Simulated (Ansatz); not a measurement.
# Nudged elastic band of C2H7NOSn (part 1 of 2)

System: C2H7NOSn.
Method: RKS PBE0-D4/def2-SVP (Ansatz 0.2.0).

It belongs to a series of runs on one base structure; here: band between the two ends. Figures and captions count atoms from 1; the log counts them from 0 in places.

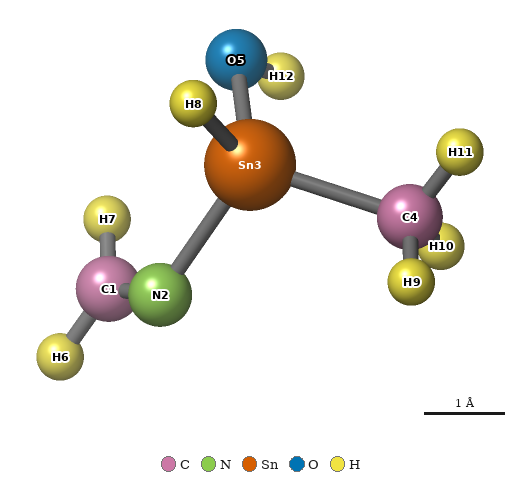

Figure 1. The starting structure (ball-and-stick view, seen at a tilt; atoms are numbered from 1 in the order of the input). Sticks mark near contacts.

**Input**
```yaml
crystal:
  periodic: [false, false, false]
  atoms:
    - { symbol: C, position_ang: [-1.060723, 1.64577, 1.383984] }
    - { symbol: "N", position_ang: [-1.325402, 0.495512, 0.931227] }
    - { symbol: Sn, position_ang: [0.266951, -0.708955, 0.360013] }
    - { symbol: C, position_ang: [-0.029938, -1.254773, -1.687506] }
    - { symbol: O, position_ang: [1.914973, 0.393569, 0.607404] }
    - { symbol: H, position_ang: [-1.88692, 2.317828, 1.694144] }
    - { symbol: H, position_ang: [-0.041082, 2.070035, 1.509951] }
    - { symbol: H, position_ang: [0.454792, -1.99203, 1.47138] }
    - { symbol: H, position_ang: [-1.010364, -1.741661, -1.787721] }
    - { symbol: H, position_ang: [-0.015088, -0.355462, -2.318987] }
    - { symbol: H, position_ang: [0.755517, -1.946999, -2.02024] }
    - { symbol: H, position_ang: [2.054385, 1.021865, -0.109548] }
basis:
  gaussian: { orbitals: def2-SVP }
hamiltonian:
  xc: pbe0
  dispersion: d4
neb:
  order_check: false
  images: 7
  f_tol: 0.05
  max_iterations: 50
  final_atoms:
    - { symbol: C, position_ang: [-1.56770674, 1.83928052, 0.56985627] }
    - { symbol: "N", position_ang: [-0.77085904, 1.05217833, 1.24289305] }
    - { symbol: Sn, position_ang: [0.39480956, -0.60818842, 0.58687825] }
    - { symbol: C, position_ang: [-0.13520684, -0.91007134, -1.46067022] }
    - { symbol: O, position_ang: [2.30329253, -0.09551848, 0.80107199] }
    - { symbol: H, position_ang: [-0.68537545, 1.27203568, 2.23770559] }
    - { symbol: H, position_ang: [-1.56931662, 1.49277125, -0.49767024] }
    - { symbol: H, position_ang: [0.238272, -1.91576506, 1.6792212] }
    - { symbol: H, position_ang: [-0.86047622, -1.73132469, -1.54468556] }
    - { symbol: H, position_ang: [-0.58095025, 0.00854992, -1.86875183] }
    - { symbol: H, position_ang: [0.77175936, -1.16260535, -2.0273101] }
    - { symbol: H, position_ang: [2.5388587, 0.70335664, 0.31556261] }
  initial_path:
    images:
      - { positions_ang: [[-1.060723, 1.64577, 1.383984], [-1.325402, 0.495512, 0.931227], [0.266951, -0.708955, 0.360013], [-0.029938, -1.254773, -1.687506], [1.914973, 0.393569, 0.607404], [-1.88692, 2.317828, 1.694144], [-0.041082, 2.070035, 1.509951], [0.454792, -1.99203, 1.47138], [-1.010364, -1.741661, -1.787721], [-0.015088, -0.355462, -2.318987], [0.755517, -1.946999, -2.02024], [2.054385, 1.021865, -0.109548]] }
      - { positions_ang: [[-1.06116101, 1.67668889, 1.2624658], [-1.2391216, 0.52948597, 1.03862615], [0.28481679, -0.70236231, 0.40618242], [-0.02916852, -1.19089761, -1.64267751], [1.98577242, 0.3105784, 0.62729169], [-1.88151151, 2.10122756, 1.74467932], [-0.15119896, 2.08869447, 1.14326306], [0.4240346, -2.04154821, 1.45788507], [-1.03799088, -1.65785123, -1.7279017], [-0.02387899, -0.2758816, -2.24559653], [0.72108611, -1.888763, -1.99640594], [2.08542256, 0.99532767, -0.03371084]] }
      - { positions_ang: [[-1.06159903, 1.70760777, 1.14094761], [-1.1528412, 0.56345994, 1.14602531], [0.30268258, -0.69576962, 0.45235184], [-0.02839905, -1.12702222, -1.59784901], [2.05657185, 0.2275878, 0.64717938], [-1.87610302, 1.88462712, 1.79521465], [-0.26131593, 2.10735394, 0.77657512], [0.3932772, -2.09106642, 1.44439015], [-1.06561776, -1.57404145, -1.6680824], [-0.03266998, -0.1963012, -2.17220606], [0.68665522, -1.83052701, -1.97257188], [2.11646011, 0.96879034, 0.04212632]] }
      - { positions_ang: [[-1.06203704, 1.73852666, 1.01942941], [-1.0665608, 0.59743391, 1.25342446], [0.32054837, -0.68917694, 0.49852125], [-0.02762957, -1.06314683, -1.55302052], [2.12737127, 0.1445972, 0.66706707], [-1.87069453, 1.66802668, 1.84574997], [-0.37143289, 2.12601341, 0.40988718], [0.3625198, -2.14058463, 1.43089522], [-1.09324464, -1.49023168, -1.60826311], [-0.04146097, -0.11672081, -2.09881559], [0.65222433, -1.77229101, -1.94873783], [2.14749767, 0.94225301, 0.11796347]] }
      - { positions_ang: [[-1.06247505, 1.76944555, 0.89791122], [-0.9802804, 0.63140788, 1.36082362], [0.33841416, -0.68258425, 0.54469067], [-0.0268601, -0.99927144, -1.50819203], [2.19817069, 0.0616066, 0.68695477], [-1.86528603, 1.45142625, 1.89628529], [-0.48154985, 2.14467289, 0.04319924], [0.3317624, -2.19010283, 1.41740029], [-1.12087152, -1.40642191, -1.54844381], [-0.05025196, -0.03714041, -2.02542512], [0.61779344, -1.71405501, -1.92490377], [2.17853522, 0.91571568, 0.19380063]] }
      - { positions_ang: [[-1.18878298, 1.78690429, 0.81589748], [-0.92792506, 0.7366005, 1.33134098], [0.35251301, -0.66398529, 0.55523757], [-0.05394678, -0.97697141, -1.49631157], [2.22445115, 0.02232533, 0.71548407], [-1.57030839, 1.4065786, 1.98164036], [-0.75349154, 1.98169748, -0.09201813], [0.3083898, -2.12151839, 1.48285552], [-1.05577269, -1.4876476, -1.54750425], [-0.18292653, -0.02571783, -1.9862568], [0.65628492, -1.5761926, -1.95050535], [2.26861609, 0.86262592, 0.22424113]] }
      - { positions_ang: [[-1.3150909, 1.80436303, 0.73388374], [-0.87556972, 0.84179311, 1.30185833], [0.36661186, -0.64538633, 0.56578446], [-0.08103347, -0.95467139, -1.48443112], [2.25073161, -0.01695594, 0.74401338], [-1.27533074, 1.36173096, 2.06699544], [-1.02543324, 1.81872207, -0.2272355], [0.2850172, -2.05293395, 1.54831074], [-0.99067387, -1.5688733, -1.54656469], [-0.3156011, -0.01429524, -1.94708848], [0.6947764, -1.43833018, -1.97610694], [2.35869696, 0.80953616, 0.25468162]] }
      - { positions_ang: [[-1.44139882, 1.82182178, 0.65187001], [-0.82321438, 0.94698572, 1.27237569], [0.38071071, -0.62678738, 0.57633136], [-0.10812015, -0.93237136, -1.47255067], [2.27701207, -0.05623721, 0.77254269], [-0.9803531, 1.31688332, 2.15235051], [-1.29737493, 1.65574666, -0.36245287], [0.2616446, -1.98434951, 1.61376597], [-0.92557504, -1.65009899, -1.54562513], [-0.44827568, -0.00287266, -1.90792015], [0.73326788, -1.30046777, -2.00170852], [2.44877783, 0.7564464, 0.28512211]] }
      - { positions_ang: [[-1.56770674, 1.83928052, 0.56985627], [-0.77085904, 1.05217833, 1.24289305], [0.39480956, -0.60818842, 0.58687825], [-0.13520684, -0.91007134, -1.46067022], [2.30329253, -0.09551848, 0.80107199], [-0.68537545, 1.27203568, 2.23770559], [-1.56931662, 1.49277125, -0.49767024], [0.238272, -1.91576506, 1.6792212], [-0.86047622, -1.73132469, -1.54468556], [-0.58095025, 0.00854992, -1.86875183], [0.77175936, -1.16260535, -2.0273101], [2.5388587, 0.70335664, 0.31556261]] }
```

Command:
```bash
ansatz run input.yaml --threads 2 --pin off --max-ram 3072MiB --backend cpu --events-out ev --progress --plain --runs-dir out
```

**Output**
```
Engine: ansatz 0.2.0, x86_64-unknown-linux-gnu
Functional definition: PBE0
  parameter a = 0.25
  parameter kappa = 0.804
  parameter beta = 0.06672455060314922
  exchange = (1 - a)*pbe_x(kappa = kappa, mu = beta*pi^2/3) + a*exact_x
  correlation = pbe_c(beta = beta)
1383 factors; integrals over basis functions are off by at most 3.4e-4 eV
mean field evaluation 1: about -11533.5595 eV, gradient 7.3e1 eV
mean field evaluation 2: about -11519.3879 eV, gradient 1.1e2 eV
mean field evaluation 4: about -11544.8392 eV, gradient 4.9e0 eV
mean field evaluation 8: about -11544.9426 eV, gradient 8.8e-2 eV
mean field evaluation 16: about -11544.9427 eV, gradient 1.0e-5 eV
mean field -11544.94265565 eV, -424.2688171518 hartree, gradient 1.0e-5 eV, S^2 0.000000; 0 other end points of the search recorded, 0 dependent functions left out
the calculation of the forces begins
reference -11544.94268705 eV, -424.2688183059 hartree; 28, 28 occupied and 89, 89 virtual orbitals, 1383 factors
1384 factors; integrals over basis functions are off by at most 1.0e-3 eV
mean field evaluation 32: about -11543.4753 eV, gradient 2.7e-5 eV
mean field -11543.47527900 eV, -424.2148920545 hartree, gradient 2.7e-5 eV, S^2 0.000000; 0 other end points of the search recorded, 0 dependent functions left out
[... from here on the field's lines of each further geometry are left out, up to the last ...]
NEB iter   1: max|band force component| = 1.494e1 eV/Å  barrier→ = 4.3479 eV  barrier← = 2.8826 eV  Δτ_max = 0.1989 Å  (249 SCF iters)
NEB iter   2: max|band force component| = 2.927e0 eV/Å  barrier→ = 3.3895 eV  barrier← = 1.9242 eV  Δτ_max = 0.2000 Å  (225 SCF iters)
NEB iter   3: max|band force component| = 3.708e0 eV/Å  barrier→ = 3.2164 eV  barrier← = 1.7511 eV  Δτ_max = 0.1002 Å  (224 SCF iters)
NEB iter   4: max|band force component| = 3.186e0 eV/Å  barrier→ = 2.9675 eV  barrier← = 1.5022 eV  Δτ_max = 0.1006 Å  (224 SCF iters)
NEB iter   5: max|band force component| = 2.018e0 eV/Å  barrier→ = 2.7232 eV  barrier← = 1.2579 eV  Δτ_max = 0.1004 Å  (223 SCF iters)
NEB iter   6: max|band force component| = 1.536e0 eV/Å  barrier→ = 2.3766 eV  barrier← = 0.9112 eV  Δτ_max = 0.0994 Å  (227 SCF iters)
NEB iter   7: max|band force component| = 2.530e0 eV/Å  barrier→ = 2.3686 eV  barrier← = 0.9033 eV  Δτ_max = 0.0501 Å  (222 SCF iters)
NEB iter   8: max|band force component| = 6.281e-1 eV/Å  barrier→ = 2.3105 eV  barrier← = 0.8452 eV  Δτ_max = 0.0623 Å  (213 SCF iters)
NEB iter   9: max|band force component| = 2.294e0 eV/Å  barrier→ = 2.2737 eV  barrier← = 0.8083 eV  CI = image 5  Δτ_max = 0.1008 Å  (219 SCF iters)
NEB iter  10: max|band force component| = 2.271e0 eV/Å  barrier→ = 2.3479 eV  barrier← = 0.8826 eV  CI = image 5  Δτ_max = 0.0999 Å  (227 SCF iters)
NEB iter  11: max|band force component| = 2.081e0 eV/Å  barrier→ = 2.4309 eV  barrier← = 0.9656 eV  CI = image 5  Δτ_max = 0.1019 Å  (223 SCF iters)
NEB iter  12: max|band force component| = 5.002e0 eV/Å  barrier→ = 2.6180 eV  barrier← = 1.1526 eV  CI = image 5  Δτ_max = 0.0507 Å  (222 SCF iters)
NEB iter  13: max|band force component| = 2.320e0 eV/Å  barrier→ = 2.6933 eV  barrier← = 1.2279 eV  CI = image 5  Δτ_max = 0.0992 Å  (224 SCF iters)
NEB iter  14: max|band force component| = 2.123e0 eV/Å  barrier→ = 3.1755 eV  barrier← = 1.7102 eV  CI = image 5  Δτ_max = 0.0992 Å  (224 SCF iters)
NEB iter  15: max|band force component| = 1.837e0 eV/Å  barrier→ = 3.2451 eV  barrier← = 1.7798 eV  CI = image 5  Δτ_max = 0.2000 Å  (229 SCF iters)
NEB iter  16: max|band force component| = 8.480e-1 eV/Å  barrier→ = 3.3751 eV  barrier← = 1.9098 eV  CI = image 5  Δτ_max = 0.1882 Å  (223 SCF iters)
NEB iter  17: max|band force component| = 1.357e0 eV/Å  barrier→ = 3.3762 eV  barrier← = 1.9109 eV  CI = image 5  Δτ_max = 0.0870 Å  (223 SCF iters)
NEB iter  18: max|band force component| = 5.625e-1 eV/Å  barrier→ = 3.3666 eV  barrier← = 1.9013 eV  CI = image 5  Δτ_max = 0.0941 Å  (221 SCF iters)
NEB iter  19: max|band force component| = 3.019e0 eV/Å  barrier→ = 3.3613 eV  barrier← = 1.8959 eV  CI = image 5  Δτ_max = 0.0474 Å  (223 SCF iters)
NEB iter  20: max|band force component| = 9.225e-1 eV/Å  barrier→ = 3.3584 eV  barrier← = 1.8930 eV  CI = image 5  Δτ_max = 0.0946 Å  (226 SCF iters)
NEB iter  21: max|band force component| = 5.127e-1 eV/Å  barrier→ = 3.3540 eV  barrier← = 1.8887 eV  CI = image 5  Δτ_max = 0.0942 Å  (225 SCF iters)
NEB iter  22: max|band force component| = 3.960e-1 eV/Å  barrier→ = 3.3512 eV  barrier← = 1.8859 eV  CI = image 5  Δτ_max = 0.0944 Å  (225 SCF iters)
NEB iter  23: max|band force component| = 1.504e-1 eV/Å  barrier→ = 3.3490 eV  barrier← = 1.8837 eV  CI = image 5  Δτ_max = 0.1354 Å  (224 SCF iters)
NEB iter  24: max|band force component| = 1.943e-1 eV/Å  barrier→ = 3.3474 eV  barrier← = 1.8820 eV  CI = image 5  Δτ_max = 0.0683 Å  (222 SCF iters)
NEB iter  25: max|band force component| = 5.977e-1 eV/Å  barrier→ = 3.3465 eV  barrier← = 1.8812 eV  CI = image 5  Δτ_max = 0.0342 Å  (226 SCF iters)
NEB iter  26: max|band force component| = 5.759e-1 eV/Å  barrier→ = 3.3461 eV  barrier← = 1.8807 eV  CI = image 5  Δτ_max = 0.0343 Å  (225 SCF iters)
NEB iter  27: max|band force component| = 8.839e-1 eV/Å  barrier→ = 3.3457 eV  barrier← = 1.8804 eV  CI = image 5  Δτ_max = 0.0171 Å  (231 SCF iters)
NEB iter  28: max|band force component| = 2.137e-1 eV/Å  barrier→ = 3.3456 eV  barrier← = 1.8803 eV  CI = image 5  Δτ_max = 0.0343 Å  (224 SCF iters)
NEB iter  29: max|band force component| = 1.649e-1 eV/Å  barrier→ = 3.3455 eV  barrier← = 1.8801 eV  CI = image 5  Δτ_max = 0.0342 Å  (231 SCF iters)
NEB iter  30: max|band force component| = 6.480e-2 eV/Å  barrier→ = 3.3454 eV  barrier← = 1.8801 eV  CI = image 5  Δτ_max = 0.0683 Å  (225 SCF iters)
NEB iter  31: max|band force component| = 7.437e-2 eV/Å  barrier→ = 3.3453 eV  barrier← = 1.8800 eV  CI = image 5  Δτ_max = 0.0342 Å  (217 SCF iters)
the calculation of the forces begins
reference -11543.46574474 eV, -424.2145416769 hartree; 28, 28 occupied and 89, 89 virtual orbitals, 1384 factors
1383 factors; integrals over basis functions are off by at most 8.7e-4 eV
mean field -11541.59910476 eV, -424.1459439231 hartree, gradient 2.4e-5 eV, S^2 0.000000; 1 other end points of the search recorded, 0 dependent functions left out
the calculation of the forces begins
reference -11541.59913600 eV, -424.1459450712 hartree; 28, 28 occupied and 89, 89 virtual orbitals, 1383 factors
NEB iter  32: max|band force component| = 3.825e-2 eV/Å  barrier→ = 3.3453 eV  barrier← = 1.8800 eV  CI = image 5  Δτ_max = 0.0000 Å  (399 SCF iters)
```
